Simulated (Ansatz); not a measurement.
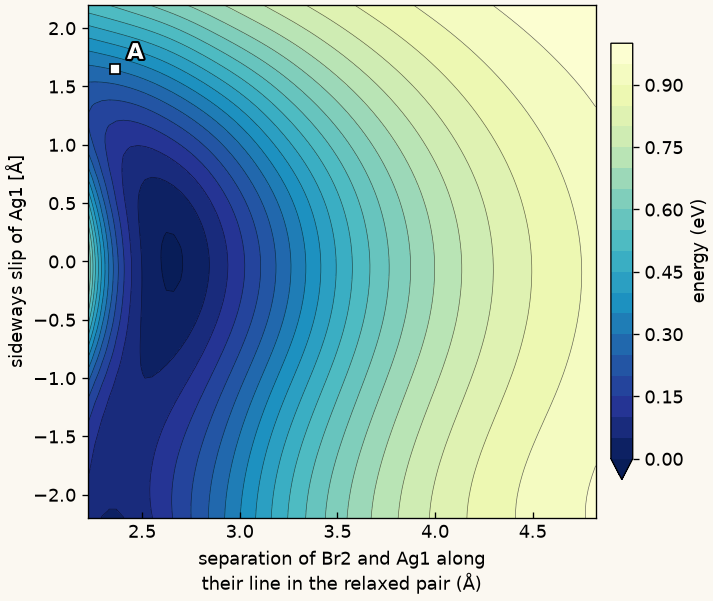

AgBr2, charge +1. First axis: separation of Br2 and Ag1 along their line in the relaxed pair. Second axis: sideways slip of Ag1. Nothing is relaxed (both partners rigid). The scan uses a 9 × 9 grid. Points are written as (first, second). Energies are in eV, from the lowest grid point. Method: RKS B3LYP-D4/def2-SVPD (Ansatz).

In the figure: filled contours, the point A. Between grid points the surface is interpolated.

### Is A at rest? If not, where is it pushed?

A, at (2.363 Å, 1.65 Å), is not a stationary point. The computed force is 0.19 eV for each Å towards smaller values of the first coordinate and 0.43 eV for each Å towards smaller values of sideways slip of Ag1.
